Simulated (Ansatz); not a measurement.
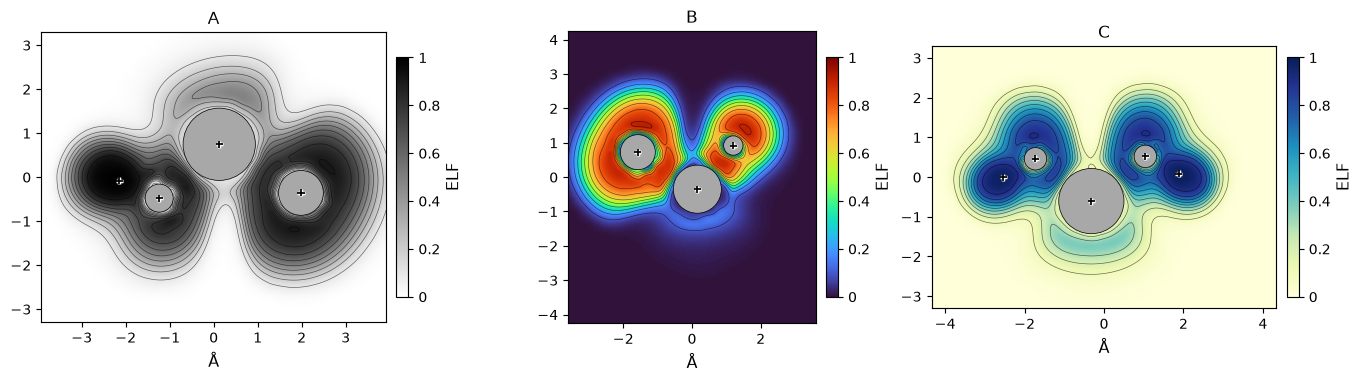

The electron localisation function of 3 systems, each on a plane through atoms (crosses mark nuclei in the plane; grey discs cover the cores).

Level of theory: Ansatz, UKS PBE0-D4/def2-TZVPP.

System 1: FGeH₂O₂ (SMILES [OH][Ge]([OH])[F]) (doublet), the plane of atoms O1, Ge2 and O3. Geometry: PBE0-D4/def2-TZVP.

```
atom    x (Å)    y (Å)    z (Å)
   O  -0.6398   1.3415  -0.4641
  Ge   0.2114  -0.2048  -0.4656
   O   1.2205  -0.1125   0.9792
   F  -0.9622  -1.4827  -0.2315
   H  -1.3627   1.3642  -1.0982
   H   1.5749  -0.9696   1.2341
```

System 2: ClH₂O₃Si (doublet), the plane of atoms O1, Si2 and Cl5. Geometry: PBE0-D4/def2-TZVP.

```xyz
7

O    -1.6828   -0.8736    0.1994
Si   -0.2814   -0.0125    0.1333
O     0.6453   -0.2788    1.4283
O     0.6429   -0.2956   -1.1706
Cl   -1.1105    1.8505    0.1036
H     1.5955   -0.2769    1.2991
H     0.2521   -0.1812   -2.0387
```

System 3: ClFGeH₂N (doublet), the plane of atoms N1, Ge2 and Cl4. Geometry: PBE0-D4/def2-TZVP.

```xyz
6

N     0.0061    0.9495   -0.1660
Ge   -0.2454   -0.7660    0.4288
F     1.3182   -1.1967    1.0608
Cl   -0.6239   -2.0000   -1.3044
H     0.3924    1.5745    0.5314
H    -0.8053    1.3748   -0.5968
```

### Match each panel to its system.

Panel A is system 3, ClFGeH₂N: the plane holds N, Ge, Cl and H. Ge–N (1.83 Å): the ELF peaks at about 0.90 in the valence shell of N, 0.7 Å from its nucleus, and is about 0.50 at the midpoint. Panel B is system 2, ClH₂O₃Si: the plane holds O, Si and Cl. Si–Cl (2.04 Å): the ELF peaks at about 0.85 between the atoms (a shared but strongly polarised pair). Panel C is system 1, FGeH₂O₂: the plane holds O, Ge and H. Ge–O (1.76 Å): the ELF peaks at about 0.85 in the valence shell of O, 0.6 Å from its nucleus, and is about 0.35 at the midpoint.
